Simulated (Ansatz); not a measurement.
## Electronic structure of H8Si3 in real space

The calculation's input:

```
crystal:
  periodic: [false, false, false]
  atoms:
    - {symbol: Si, position_ang: [0.076341, 2.103134, 0.839515]}
    - {symbol: Si, position_ang: [0.798222, -0.128404, 0.664878]}
    - {symbol: Si, position_ang: [0.206183, -0.995420, -1.439677]}
    - {symbol: H, position_ang: [0.711349, 2.920537, -0.236597]}
    - {symbol: H, position_ang: [0.434526, 2.688982, 2.164975]}
    - {symbol: H, position_ang: [-1.405875, 2.163996, 0.669967]}
    - {symbol: H, position_ang: [2.281809, -0.193160, 0.837051]}
    - {symbol: H, position_ang: [0.165503, -0.947888, 1.743298]}
    - {symbol: H, position_ang: [0.848849, -0.182512, -2.514647]}
    - {symbol: H, position_ang: [0.640315, -2.416279, -1.584757]}
    - {symbol: H, position_ang: [-1.275276, -0.923824, -1.611649]}
basis:
  gaussian:
    orbitals: def2-TZVPD
hamiltonian:
  xc: pbe0
output:
  forces: true
  orbitals: {seedname: orbitals}
```

Run with:

```sh
ansatz run input.yaml --threads 2 --pin off --max-ram 4350MiB --events-out events.jsonl --progress --plain --runs-dir runs
```

Geometry: B3LYP-D3(BJ)/def2-SVP.

Method: Ansatz 0.2.0, isolated molecule in a Gaussian basis; Kohn-Sham density functional theory, functional PBE0.

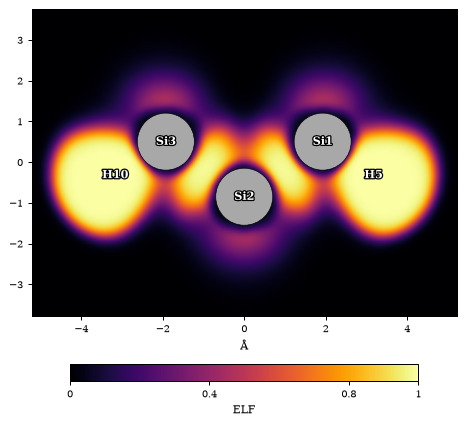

Figure 1. ELF on the plane of atoms Si1, Si2 and Si3. Grey discs cover the atomic cores.

### Read the bonding off the picture.

Atoms in the plane: Si and H. Si–Si (2.35 Å): the ELF peaks at about 1 between the atoms, as expected for a shared electron pair. Si–H (1.49 Å): the ELF climbs to about 1 towards the hydrogen, as it does in any bond to H.

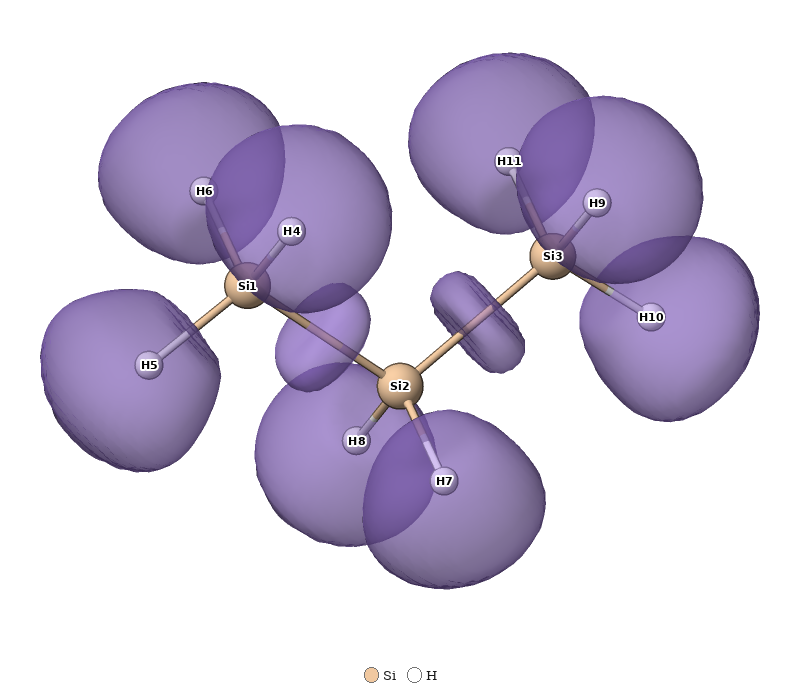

Figure 2. Isosurface of the ELF at 0.9 (purple), seen at a tilt. Only the valence region is drawn (cores and ρ < 0.01 e/Å³ removed).

### Identify the bonds, lone pairs and shells in this picture.

The surface consists of two regions between bonded Si–Si atoms (shared pairs) and eight regions around hydrogen nuclei.

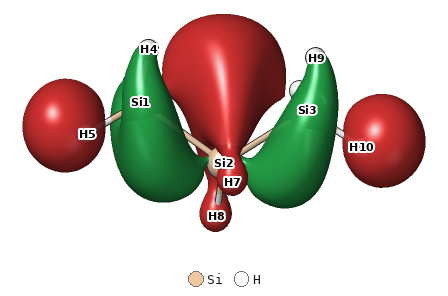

Figure 3. The LUMO at ±0.08 Å⁻³ᐟ² (green and red are the two phases), seen at a tilt.

### Describe this orbital and give its energy.

It lies mainly on Si1 (about 25 %), Si3 (about 25 %), Si2 (about 20 %), H5 (about 10 %) and H10 (about 10 %). Its energy is −0.34 eV.
